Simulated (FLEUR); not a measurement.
**Magnetic state of MnO (Manganosite) from several starts**

Wanted: the moments of MnO (Manganosite) and the energy of each order that was tried.

Calculated with FLEUR MaX-R8.1; LDA (VWN) with U = 4.9 eV, J = 0.9 eV on Mn d; all-electron FLAPW, Dirac cores, scalar-relativistic bands.

## Step 1: Starting point

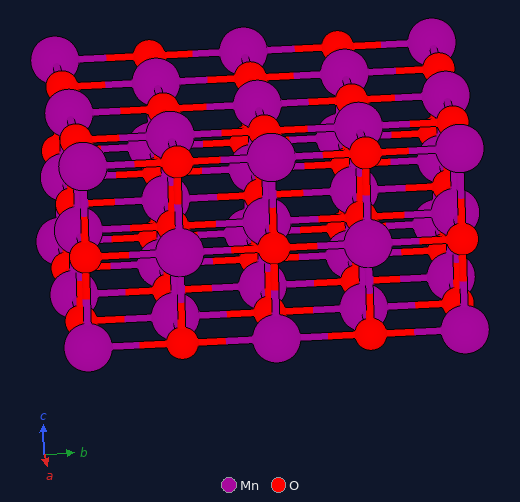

The starting structure, seen slightly off an axis (manganese purple, oxygen red). 2×2×1 cells are drawn. This picture shows the conventional cell, with its axes. Some periodic images of atoms are drawn too.

As a file:

```
Mn O
1.0
     0.00000    2.22300    2.22300
     2.22300    0.00000    2.22300
     2.22300    2.22300    0.00000
Mn O
1 1
Direct
  0.00000 0.00000 0.00000
  0.50000 0.50000 0.50000
```

## Step 2: Start 1: ferro +

The parallel start comes first: it shows whether parallel moments hold. The U counters the self-interaction that shrinks the moments of a localised shell.

inpgen writes inp.xml from crystal.txt; cutoffs, mixing, functional, smearing and local orbitals are then set in the file. The k list default-1 (kpts.xml, not shown) is a Γ-centred 8×8×8 mesh; where the ranks do not divide the number of points, some are split in two of half the weight.

inp.xml reads:

```
<?xml version="1.0" encoding="UTF-8" standalone="no"?>
<fleurInput fleurInputVersion="0.39">
   <comment>
      MnO
   </comment>
   <calculationSetup>
      <cutoffs Kmax="4.05" Gmax="12.1" GmaxXC="12.1" numbands="0"/>
      <scfLoop itmax="130" minDistance="0.0001" maxIterBroyd="15" imix="Anderson" alpha="0.05" precondParam="0.0" spinf="2.0" sdNocoIR="T"/>
      <coreElectrons ctail="T" frcor="F" kcrel="0" coretail_lmax="0"/>
      <xcFunctional name="vwn" relativisticCorrections="F"/>
      <magnetism jspins="2"/>
      <soc l_soc="F" theta="0.0" phi="0.0" spav="F"/>
      <expertModes spex="0" secvar="F"/>
      <geometryOptimization l_f="F" forcealpha="1.0" forcemix="BFGS" epsdisp="0.00001" epsforce="0.00001"/>
      <ldaU l_linMix="F" mixParam="0.05" spinf="1.0"/>
   </calculationSetup>
   <cell>
      <bzIntegration valenceElectrons="21.0" mode="hist" fermiSmearingEnergy="0.00110248">
         <kPointListSelection listName="default-1"/>
         <xi:include xmlns:xi="http://www.w3.org/2001/XInclude" href="kpts.xml"> </xi:include>
      </bzIntegration>
      <xi:include xmlns:xi="http://www.w3.org/2001/XInclude" href="sym.xml"> </xi:include>
      <bulkLattice scale="1.0">
         <bravaisMatrix>
            <row-1>    0.0000000000000000     4.2008611749857998     4.2008611749857998</row-1>
            <row-2>    4.2008611749857998     0.0000000000000000     4.2008611749857998</row-2>
            <row-3>    4.2008611749857998     4.2008611749857998     0.0000000000000000</row-3>
         </bravaisMatrix>
      </bulkLattice>
   </cell>
   <atomSpecies>
      <species name="Manganese 4.500" element="Mn" atomicNumber="25">
         <mtSphere radius="2.62" gridPoints="867" logIncrement="0.014"/>
         <atomicCutoffs lmax="10" lnonsphr="8"/>
         <electronConfig flipSpins="F">
            <coreConfig>(1s1/2) (2s1/2) (2p1/2) (2p3/2)</coreConfig>
            <valenceConfig>(3s1/2) (3p1/2) (3p3/2) (4s1/2) (3d3/2) (3d5/2)</valenceConfig>
            <stateOccupation state="(3d3/2)" spinUp="1.75" spinDown="0.25"/>
            <stateOccupation state="(3d5/2)" spinUp="3.0" spinDown="0.0"/>
         </electronConfig>
         <energyParameters s="4" p="4" d="3" f="4"/>
         <ldaU l="2" U="4.9" J="0.9" l_amf="F"/>
         <lo type="SCLO" l="0" n="3" eDeriv="0"/>
         <lo type="SCLO" l="1" n="3" eDeriv="0"/>
      </species>
      <species name="Oxygen (O)" element="O" atomicNumber="8">
         <mtSphere radius="1.48" gridPoints="489" logIncrement="0.022"/>
         <atomicCutoffs lmax="6" lnonsphr="4"/>
         <electronConfig flipSpins="F">
            <coreConfig>(1s1/2)</coreConfig>
            <valenceConfig>(2s1/2) (2p1/2) (2p3/2)</valenceConfig>
            <stateOccupation state="(2p1/2)" spinUp="0.666667" spinDown="0.666667"/>
            <stateOccupation state="(2p3/2)" spinUp="1.333333" spinDown="1.333333"/>
         </electronConfig>
         <energyParameters s="2" p="2" d="3" f="4"/>
      </species>
   </atomSpecies>
   <atomGroups>
      <atomGroup species="Manganese 4.500">
         <relPos label="                   1">.0000000000 .0000000000 .0000000000</relPos>
         <force calculate="T" relaxXYZ="TTT"/>
      </atomGroup>
      <atomGroup species="Oxygen (O)">
         <relPos label="                   2">1.000/2.000 1.000/2.000 1.000/2.000</relPos>
         <force calculate="T" relaxXYZ="TTT"/>
      </atomGroup>
   </atomGroups>
   <output dos="F" band="F" slice="F">
      <bandDOS minEnergy="-.5*Htr" maxEnergy="0.5*Htr" sigma="0.015" storeEVData="T"/>
      <plotting iplot="0" polar="F">
         <plot TwoD="T" vec1="  1.0  0.0  0.0" vec2="  0.0  1.0  0.0" vec3="  0.0  0.0  1.0" zero="  0.0  0.0  0.0" file="plot"/>
      </plotting>
      <moessbauerParams electricFieldGradient="F" isomerShift="F" coreHyperfine="F" valenceHyperfine="F"/>
   </output>
</fleurInput>
```

crystal.txt reads:

```
MnO
&input film=F cartesian=F /
0.00000000000  2.22300000000  2.22300000000
2.22300000000  0.00000000000  2.22300000000
2.22300000000  2.22300000000  0.00000000000
1.8897261246
1.0 1.0 1.0

2
25 0.00000000000  0.00000000000  0.00000000000 : 4.500
8 0.50000000000  0.50000000000  0.50000000000

&kpt div1=8 div2=8 div3=8 gamma=T /
```

Launch:

```sh
> OMP_NUM_THREADS=1 inpgen -f crystal.txt > inpgen.log  # inp.xml is then edited as shown
> OMP_NUM_THREADS=1 mpirun -n 4 fleur_MPI > fleur.log
```

What it wrote:

```text
Welcome to FLEUR        (www.flapw.de)
      MaX-Release 8.1          (www.max-centre.eu)

 ========== k-point set info ==========
 Selected k-point list: default-1
 k-point list type: mesh
 0 x 0 x 0
 Number of k points: 32

 ------------Calculation Setup---------------------------
 Number of MPI-tasks      :            4
 Number of PE/node        :            4
 Number of OMP-threads    :            1
 k-points in parallel     :            4
 pe's per k-point         :            1
 No of k-point loops      :            8
 Eigenvalue solver        :       lapack
 Number of basis functions:          188
 Approximate size of matrices (H+S) per k-point:         0.001 GB
 --------------------------------------------------------
 no density matrix found ... skipping LDA+U
 Reset of history
 Iteration:     1   Distance:      20.33020642 me/bohr^3
 Iteration:     2   Distance:      18.58387998 me/bohr^3
 Iteration:     3   Distance:      15.94736803 me/bohr^3
 Iteration:     4   Distance:       8.29984319 me/bohr^3
 Iteration:     5   Distance:       6.40828517 me/bohr^3
 Iteration:     6   Distance:       2.75478471 me/bohr^3
 Iteration:     7   Distance:       0.68354676 me/bohr^3
 Iteration:     8   Distance:       0.57872736 me/bohr^3
 Iteration:     9   Distance:       0.10743557 me/bohr^3
 Iteration:    10   Distance:       0.09137037 me/bohr^3
 Iteration:    11   Distance:       0.01767696 me/bohr^3
 Iteration:    12   Distance:       0.02572403 me/bohr^3
 Iteration:    13   Distance:       0.00291525 me/bohr^3
 Iteration:    14   Distance:       0.00332549 me/bohr^3
 Iteration:    15   Distance:       0.00029086 me/bohr^3
 Iteration:    16   Distance:       0.00003629 me/bohr^3

 ********************************************************************
 Run finished successfully
 Stop message:
   all done
 ********************************************************************

--- out.xml (last complete iteration) ---
<iteration numberForCurrentRun="   16" overallNumber="   16">
         [... left out ...]
         <bandgap value="0.2946950598" units="eV"/>
         <sumValenceSingleParticleEnergies value="-12.9882881536" units="Htr"/>
         <FermiEnergy value="0.2926970247" units="Htr"/>
         <valenceDensity>
            <mtCharges spin="1">
               <mtCharge atomType="1" total="9.4344617" s="1.1876388" p="3.2322729" d="4.9320199" f="0.0576683"/>
               <mtCharge atomType="2" total="2.4449417" s="0.7409198" p="1.6982999" d="0.0049575" f="0.0006421"/>
            </mtCharges>
            <mtCharges spin="2">
               <mtCharge atomType="1" total="4.7307125" s="1.1494671" p="3.2025408" d="0.3087862" f="0.0485184"/>
               <mtCharge atomType="2" total="2.2869544" s="0.7200141" p="1.5663267" d="0.0005375" f="0.0000537"/>
            </mtCharges>
            <spinDependentCharge spin="1" total="13.0000000" interstitial="1.1205966" mtSpheres="11.8794034"/>
            <spinDependentCharge spin="2" total="8.0000000" interstitial="0.9823331" mtSpheres="7.0176669"/>
            <totalCharge value="21.0000000000"/>
         </valenceDensity>
         [... left out ...]
         <allElectronCharges>
            <spinDependentCharge spin="1" total="19.0000000" interstitial="1.1205966" mtSpheres="17.8794034"/>
            <spinDependentCharge spin="2" total="14.0000000" interstitial="0.9823331" mtSpheres="13.0176669"/>
            <totalCharge value="32.9999999993"/>
         </allElectronCharges>
         <magneticMomentsInMTSpheres units="muBohr">
            <globalMagMoment atomType="1" vec="0.00000   0.00000   4.70375"/>
            <localMagMoment atomType="1" vec="0.00000   0.00000   4.70375"/>
            <globalMagMoment atomType="2" vec="0.00000   0.00000   0.15799"/>
            <localMagMoment atomType="2" vec="0.00000   0.00000   0.15799"/>
         </magneticMomentsInMTSpheres>
         <moessbauerParams unitsHFF="kG" unitsIS="e/bohr^3" unitsEFG="Htr/bohr^2">
         </moessbauerParams>
         <totalEnergy value="    -1231.3183669879" units="Htr">
            <sumOfEigenvalues value="     -708.2785844607">
               <coreElectrons value="-695.2902963071"/>
               <valenceElectrons value="-12.9882881536"/>
            </sumOfEigenvalues>
            <densityCoulombPotentialIntegral value="-1875.7510690090"/>
            <densityEffectivePotentialIntegral value="-1952.9260555989"/>
            <chargeDenXCDenIntegral value="-58.3390778134"/>
            <FockExchangeEnergyValence value="0.0000000000"/>
            <FockExchangeEnergyCore value="0.0000000000"/>
            <atomTypeDependentContributions atomType="1">
               <electronNucleiInteractionDifferentMTs value="1381.2172645327"/>
               <MadelungTerm value="-7.9289152895"/>
            </atomTypeDependentContributions>
            <atomTypeDependentContributions atomType="2">
               <electronNucleiInteractionDifferentMTs value="86.6146368129"/>
               <MadelungTerm value="-4.3502153477"/>
            </atomTypeDependentContributions>
            <dftUCorrection value="-0.3598061747"/>
            <tkbTimesEntropy value="0.0000006968"/>
            <freeEnergy value="-1231.3183676847"/>
            <extrapolationTo0K value="-1231.3183673363"/>
         </totalEnergy>
         <ldaUDensityMatrix>
            <densityMatrixFor spin="1" atomType="1" uIndex="1" l="2" U="4.90000000" J="0.90000000">
               (+0.99124,+0.00000) (+0.00000,+0.00000) (+0.00000,+0.00000) (+0.00000,+0.00000) (+0.02420,+0.00000)
               (+0.00000,+0.00000) (+0.96704,+0.00000) (+0.00000,+0.00000) (+0.00000,+0.00000) (+0.00000,+0.00000)
               (+0.00000,+0.00000) (+0.00000,+0.00000) (+1.01545,+0.00000) (+0.00000,+0.00000) (+0.00000,+0.00000)
               (+0.00000,+0.00000) (+0.00000,+0.00000) (+0.00000,+0.00000) (+0.96704,+0.00000) (+0.00000,+0.00000)
               (+0.02420,+0.00000) (+0.00000,+0.00000) (+0.00000,+0.00000) (+0.00000,+0.00000) (+0.99124,+0.00000)
            </densityMatrixFor>
            <densityMatrixFor spin="2" atomType="1" uIndex="1" l="2" U="4.90000000" J="0.90000000">
               (+0.07006,+0.00000) (+0.00000,+0.00000) (+0.00000,+0.00000) (+0.00000,+0.00000) (+0.04152,+0.00000)
               (+0.00000,+0.00000) (+0.02854,+0.00000) (+0.00000,+0.00000) (+0.00000,+0.00000) (+0.00000,+0.00000)
               (+0.00000,+0.00000) (+0.00000,+0.00000) (+0.11158,+0.00000) (+0.00000,+0.00000) (+0.00000,+0.00000)
               (+0.00000,+0.00000) (+0.00000,+0.00000) (+0.00000,+0.00000) (+0.02854,+0.00000) (+0.00000,+0.00000)
               (+0.04152,+0.00000) (+0.00000,+0.00000) (+0.00000,+0.00000) (+0.00000,+0.00000) (+0.07006,+0.00000)
            </densityMatrixFor>
         </ldaUDensityMatrix>
         <ldaUDensityMatrixConvergence>
            <distance spin="1" distance="0.000000"/>
            <distance spin="2" distance="0.000000"/>
         </ldaUDensityMatrixConvergence>
         <densityConvergence units="me/bohr^3">
            <chargeDensity spin="1" distance="0.0000257235"/>
            <chargeDensity spin="2" distance="0.0000253432"/>
            <overallChargeDensity distance="0.0000362913"/>
            <spinDensity distance="0.0000359290"/>
         </densityConvergence>
      </iteration>
```

Elapsed: 8 s, on 4 MPI ranks of Intel Xeon Platinum 8488C (Sapphire Rapids), shared host; peak memory 0.23 GiB; 31 s of CPU time.

Spin moment in the muffin-tin sphere by atom:

```
atom  spin moment in the muffin-tin sphere (μB)
 Mn1                                       4.70
  O2                                       0.16
```

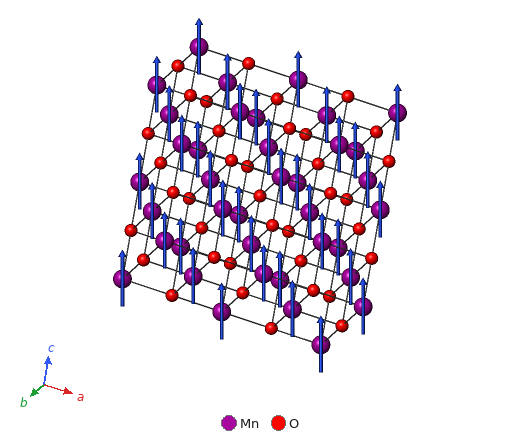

Spin moment in the muffin-tin sphere as arrows, the longest 4.70 μB. Up and down stand for the sign. Arrows give size and sign along the axis of quantisation, drawn up and down the page. 2×1×2 conventional cells are drawn. Some periodic images of atoms are drawn too.

Read from the output:

```yaml
free_energy: -33505.8797 eV
program_s_band_gap_on_this_mesh_in_a_metal_only_a_level_spacing: 0.2947 eV
magnetization: 5 μB
final_state: ferromagnetic
```

After 16 cycles the largest moment stands at 4.70 μB.

[end of part 1 of 3]

[Logs and program files are shortened in this print: banners, set-up blocks, solver, clock and traceback lines can be left out without a mark of their own.]

[Logs are printed without paths, hosts, clocks, repeated set-up lines and the standing remarks that a program may print on its own settings, such as how far it seeks lower states.]

[Hosts, paths, dates, database ids (printed as entryN), source tags and the programs' standing remarks are cut or masked in the printed files.]

[Where a cell is said to come from a database of computed structures, the database is the Materials Project.]
